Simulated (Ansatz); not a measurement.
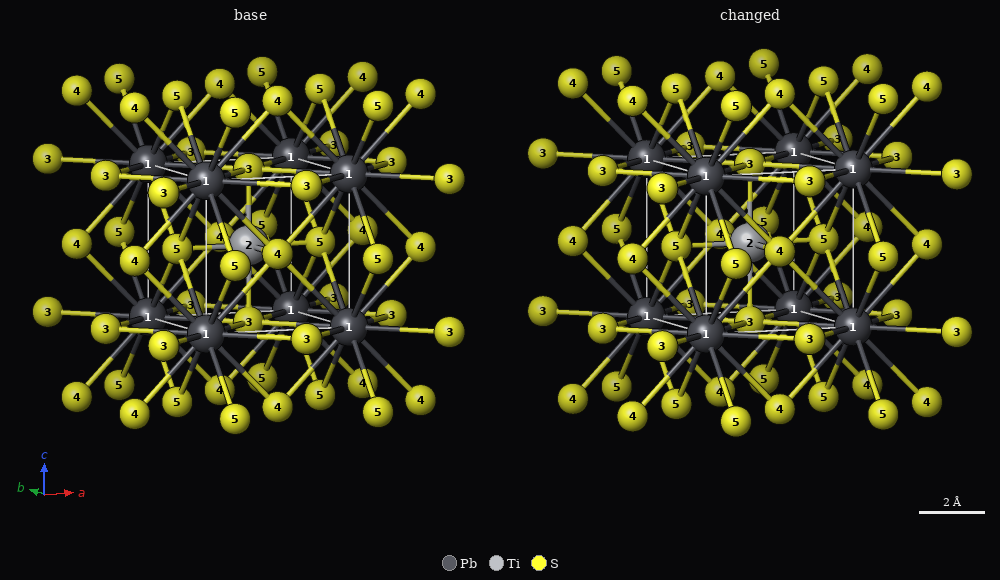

Left: a crystal of TiPbS$_{3}$ (built on the cubic perovskite type) at its r2SCAN-relaxed geometry. Right: the same structure after one change, at the same scale. The picture is a ball-and-stick view of the cell of the calculation, seen slightly off an axis.

All numbers below come from DFT, r2SCAN, plane waves, PAW (Ansatz 0.2.0). (plane-wave cutoff 500 eV; k-point mesh 6 × 6 × 6; occupations fermi dirac; smearing width 0.02 eV; no spin polarisation)

**Which change leads from the left to the right?**

All lengths are scaled by +3.0 % (volume +9.3 %). The atoms were relaxed with r2SCAN under that strain, and this is a single point on that geometry.

**And its effect?**

The energy rises by 41.3 meV per atom. Pressure: 0.0 GPa before, −6.1 GPa after. All forces vanish by symmetry. Some distances before and after: Pb–S 3.364 → 3.465 Å, S–Ti 2.379 → 2.450 Å. The space group stays Pm-3m (No. 221).
